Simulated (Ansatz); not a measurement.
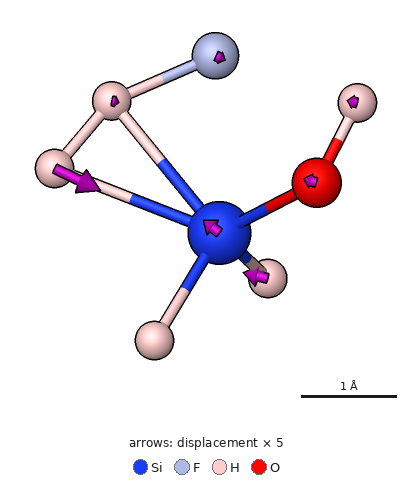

This is a saddle-point search of SiH₅OF (coarse preliminary run). The starting structure is drawn; purple arrows show the displacements, magnified 5 times. The two geometries are superimposed by the best rigid fit.

The picture is a ball-and-stick view, seen at a tilt.

The reaction that was planned forms Si1–H7, F2–H6 and breaks Si1–F2, H6–H7 (atoms numbered from 1 in input order).

Theory: RKS PBE0-D4/def2-SVP in Ansatz 0.2.0. 

Q: Atoms of which element are displaced furthest, and by how much?

A: Hydrogen: up to 0.11 Å, against 0.05 Å for silicon.

Q: What happened in the run?

A: The search converged after 7 steps with a largest force component of 0.0011 eV/Å and a curvature of −10.38 eV/Å² along the mode that it followed. The atom that moves furthest after the best rigid fit is an H atom (0.11 Å). By element the largest moves are H 0.11 Å, Si 0.05 Å, O 0.03 Å, F 0.02 Å. Some distances before and after: H–Si 1.875 → 1.721 Å, H–Si 1.867 → 1.809 Å, H–H 0.980 → 0.970 Å. The run took about 2.2 core-minutes on a shared host.
